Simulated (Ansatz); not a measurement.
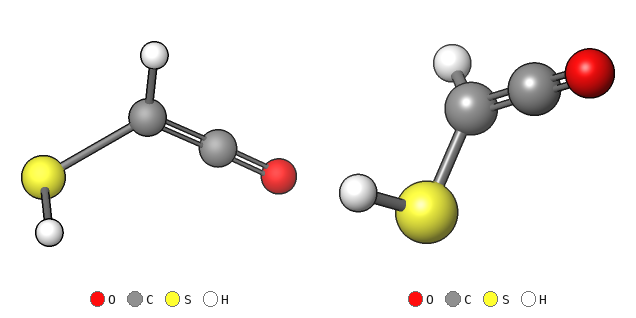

Source: calculation with Ansatz.

Two views of one molecule.

Question: Which formula does it have?

Answer: C₂H₂OS, 6 atoms: 2 carbon, 2 hydrogen, 1 oxygen and 1 sulfur.

Question: Name some functional groups or characteristic bonds that it holds.

Answer: Among them: thiol.

Question: How many sets of symmetry-equivalent atoms are there?

Answer: 6: 1 O, 1 C, 1 C, 1 S, 1 H, 1 H.
